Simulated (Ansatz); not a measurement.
**C2H3ClSi (SMILES ClC1=C[SiH2]1) at RPA@PBE/def2-SVP**

Aim: the vertical singlet–triplet gap of C2H3ClSi at RPA@PBE/def2-SVP, from 2 runs. 

The calculation is run with Ansatz 0.2.0.

57 further runs of the same task are left out: 57 set aside as unsound or not needed.

### Step 1. The structure to begin with

The species is C2H3ClSi (7 atoms), meant as a singlet with charge 0. As SMILES, `ClC1=C[SiH2]1`. Geometry: relaxed at PBE0-D4/def2-TZVP.

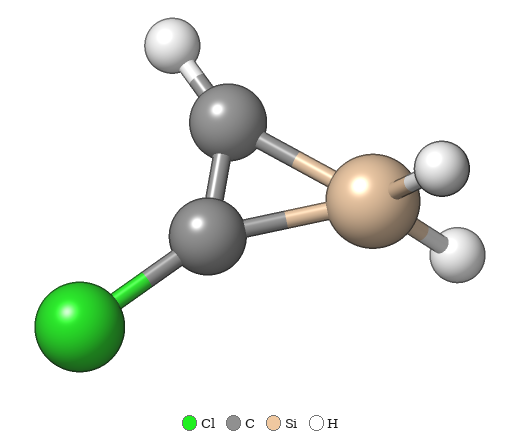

Viewed from a chosen angle; chlorine green, carbon grey, silicon light orange, hydrogen white.

### Step 2. The energy at RPA@PBE/def2-SVP

Input file run.yaml:

```yaml
crystal:
  periodic: [false, false, false]
  atoms:
    - {symbol: Cl, position_ang: [-1.169200, -2.293300, 0.411500]}
    - {symbol: C, position_ang: [-0.358000, -0.819900, 0.163200]}
    - {symbol: C, position_ang: [0.836800, -0.330000, 0.466700]}
    - {symbol: Si, position_ang: [-0.185900, 0.871600, -0.438900]}
    - {symbol: H, position_ang: [1.727500, -0.673800, 0.975600]}
    - {symbol: H, position_ang: [-0.837800, 2.011300, 0.248800]}
    - {symbol: H, position_ang: [0.047800, 1.166200, -1.872600]}
basis:
  gaussian:
    orbitals: def2-SVP
hamiltonian:
  xc: {name: PBE}
correlation:
  method: rpa
  frozen_orbitals: {C: 1, Cl: 5, H: 0, Si: 5}
accuracy: high
```

Started as:

```bash
ansatz run run.yaml --threads 1 --pin off --max-ram 3480MiB --events-out events.jsonl --progress --plain --runs-dir runs
```

The program printed:

```text
Warning: RAYON_NUM_THREADS=1 ignored (pool sized by the plan → 1); use --threads N
Functional definition: PBE
  name "PBE"
  parameter kappa = 0.804
  parameter beta = 0.06672455060314922
  exchange = pbe_x(kappa = kappa, mu = beta*pi^2/3)
  correlation = pbe_c(beta = beta)
1684 factors; integrals over basis functions are off by at most 3.6e-9 eV
mean field evaluation 1: about -22490.9594 eV, gradient 6.2e1 eV
mean field evaluation 2: about -22490.9518 eV, gradient 6.2e1 eV
mean field evaluation 4: about -22500.6324 eV, gradient 8.7e0 eV
mean field evaluation 8: about -22500.9763 eV, gradient 1.5e-1 eV
mean field evaluation 16: about -22500.9757 eV, gradient 8.2e-6 eV
mean field -22500.97572568 eV, -826.8956062095 hartree, gradient 4.7e-8 eV, S^2 0.000000; 0 other end points of the search recorded, 0 dependent functions left out
12 core orbitals not correlated: weight in the atoms' cores, before any rotation towards them, 1.000 or more for the frozen orbitals, at most 0.000 for the correlated occupied ones
reference -22463.00368315 eV, -825.5001593850 hartree; 11, 11 occupied and 56, 56 virtual orbitals, 1684 factors
Total energy: -22484.90052612 eV, -826.3048535218 hartree
```

Run time: 8.1 s. Hardware: 1 thread of Arm Neoverse V2, shared host; peak memory 0.25 GiB.

### Step 3. The triplet

Input file job.yaml:

```yaml
crystal:
  periodic: [false, false, false]
  atoms:
    - {symbol: Cl, position_ang: [-1.169200, -2.293300, 0.411500]}
    - {symbol: C, position_ang: [-0.358000, -0.819900, 0.163200]}
    - {symbol: C, position_ang: [0.836800, -0.330000, 0.466700]}
    - {symbol: Si, position_ang: [-0.185900, 0.871600, -0.438900]}
    - {symbol: H, position_ang: [1.727500, -0.673800, 0.975600]}
    - {symbol: H, position_ang: [-0.837800, 2.011300, 0.248800]}
    - {symbol: H, position_ang: [0.047800, 1.166200, -1.872600]}
basis:
  gaussian: {orbitals: def2-SVP}
total_charge: 0
magnetization: {spin_polarized: true, initial_magnetization: 2}
hamiltonian: {xc: {name: PBE}}
correlation: {method: rpa, frozen_orbitals: {C: 1, Cl: 5, H: 0, Si: 5}}
accuracy: high
```

Started as:

```bash
ansatz run job.yaml --threads 1 --pin off --max-ram 3480MiB --events-out events.jsonl --progress --plain --runs-dir runs
```

The program printed:

```text
Warning: RAYON_NUM_THREADS=1 ignored (pool sized by the plan → 1); use --threads N
[... 6 set-up lines as earlier in the session ...]
1684 factors; integrals over basis functions are off by at most 3.6e-9 eV
mean field evaluation 1: about -22475.3125 eV, gradient 6.0e1 eV
mean field evaluation 2: about -22475.3033 eV, gradient 6.0e1 eV
mean field evaluation 4: about -22494.2986 eV, gradient 1.6e1 eV
mean field evaluation 8: about -22496.3346 eV, gradient 9.7e-1 eV
mean field evaluation 16: about -22496.3406 eV, gradient 3.9e-4 eV
mean field evaluation 32: about -22494.6817 eV, gradient 6.4e0 eV
mean field evaluation 64: about -22495.8952 eV, gradient 3.1e-1 eV
mean field evaluation 96: about -22484.6286 eV, gradient 3.9e1 eV
mean field evaluation 128: about -22495.8952 eV, gradient 3.0e-1 eV
mean field -22496.34057926 eV, -826.7252677204 hartree, gradient 4.3e-8 eV, S^2 2.008967; 7 other end points of the search recorded, 0 dependent functions left out
12 core orbitals not correlated: weight in the atoms' cores, before any rotation towards them, 1.000 or more for the frozen orbitals, at most 0.000 for the correlated occupied ones
reference -22458.63248787 eV, -825.3395209213 hartree; 12, 10 occupied and 55, 57 virtual orbitals, 1684 factors
Total energy: -22479.93278644 eV, -826.1222924558 hartree
```

Run time: 31 s. Hardware: 1 thread of Arm Neoverse V2, shared host; peak memory 0.36 GiB.

### Step 4. Outcome

At RPA@PBE/def2-SVP, 12 core orbitals frozen:

| quantity | value |
| --- | --- |
| singlet: total energy | -826.30485 Eh |
| singlet: RPA correlation energy (valence) | -804.7 mEh |
| triplet: total energy | -826.12229 Eh |
| triplet: RPA correlation energy (valence) | -782.8 mEh |
| triplet: ⟨S²⟩ of the reference determinant | 2.009 |
| vertical energy of the triplet above the singlet | 4.968 eV |

In words: At this shape the triplet lies 4.97 eV (479 kJ/mol) above the singlet.
